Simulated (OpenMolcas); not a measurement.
# A OpenMolcas job on InPH6 (SMILES [PH3+][InH3-])

Wanted: a single-point energy of InPH6.

The results are computed with OpenMolcas 26.06.

## 1. The molecule

InPH6: 8 atoms, total charge 0, spin state singlet. As SMILES, `[PH3+][InH3-]`. The shape is that of a PBE0-D4/def2-TZVP optimisation.

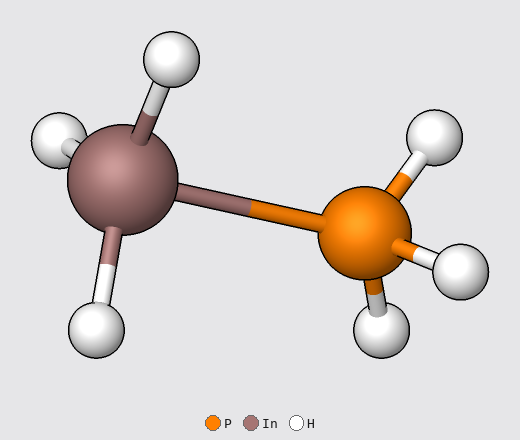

Viewed from a chosen angle; phosphorus orange, indium brown, hydrogen white.

## 2. The job

Contents of step14.inp:

```
* H6InP CASPT2
&GATEWAY
BasisSet
P.ANO-R1....
P1 -0.593300 0.062600 -1.026600 angstrom
End of Basis
BasisSet
In.ANO-R1....
In2 0.822000 -0.099900 1.362800 angstrom
End of Basis
BasisSet
H.ANO-R1....
H3 -1.997500 -0.077200 -1.021800 angstrom
H4 -0.318900 -0.855700 -2.062100 angstrom
H5 -0.526800 1.240500 -1.800800 angstrom
H6 0.023300 1.240800 2.111900 angstrom
H7 2.376100 0.140700 0.638900 angstrom
H8 0.307400 -1.708800 1.741800 angstrom
End of Basis
RICD
Finite
RX2C
&SEWARD
&RASSCF
FileOrb = $CurrDir/step2.RasOrb
Spin = 1
Nactel = 7 0 0
Inactive = 32
Ras2 = 5
OrbListing = Nothing
&CASPT2
```

Run with:

```
$ export MOLCAS_MEM=1860
$ pymolcas step14.inp > step14.log
```

Standard output:

```text
--- Start Module: gateway ---

                                              &GATEWAY

                       available to each process: 1.9 GB of memory, 1 thread

++    Symmetry information:
      ---------------------

                    Character Table for C1

                             E
                    a        1  x, y, xy, Rz, z, xz, Ry, yz, Rx, I
--

++    Basis set information:
      ----------------------

      Basis set label: P.ANO-R...4S3P1D.

      Electronic valence basis set:
      ------------------
      Associated Effective Charge  15.000000 au
      Associated Actual Charge     15.000000 au
      Nuclear Model: Finite nucleus - Gaussian distribution
        Gaussian exponent, Xi/bohr**(-2):  4.11175E+08

      Shell  nPrim  nBasis  Cartesian Spherical Contaminant
         s      16       4        X
         p      11       3        X
         d       7       1                 X

      Basis set label: IN.ANO-R...6S5P3D1F.

      Electronic valence basis set:
      ------------------
      Associated Effective Charge  49.000000 au
      Associated Actual Charge     49.000000 au
      Nuclear Model: Finite nucleus - Gaussian distribution
        Gaussian exponent, Xi/bohr**(-2):  1.95486E+08

[... 100 lines left out ...]
                  RI decomposed two-electron repulsion integrals stored Cholesky style
                   - acCD auxiliary basis
                   - CD Threshold:   1.00E-04

                   Integrals are discarded if absolute value <: 1.00E-14
                   Integral cutoff threshold is set to       <: 1.00E-16

            Nuclear Potential Energy            232.11387190 au

      Basis set specifications :
      Symmetry species         a
      Basis functions           91

--- Stop Module: seward /rc=_RC_ALL_IS_WELL_ ---
--- Module seward spent 3 seconds ---

--- Start Module: rasscf ---

                                              &RASSCF

                       available to each process: 1.9 GB of memory, 1 thread

 ******************** ERROR *********************
 ###############################################################################
 ###    ERROR: No such wave function.                                        ###
 ###############################################################################
 ###############################################################################
 The following combined specifications are wrong.
 Nr of active electrons NACTEL=   7
 Nr of active orbitals     NAC=   5
 Spin degeneracy         ISPIN=   1
 There can be no such wave function.
 ************************************************
--- Stop Module: rasscf /rc=_RC_INPUT_ERROR_ ---

.####################.
.# User input error #.
.####################.

    Timing: Wall=8.14 User=7.43 System=0.70
```

Run time: 8.4 s. Hardware: 1 thread of Intel Xeon 6975P-C (Granite Rapids), shared host; peak memory 0.28 GiB.

## 3. Reading the log

The job stopped with an error part of the way.

The log says `ERROR: No such wave function.`. The fault: wrong electron count.
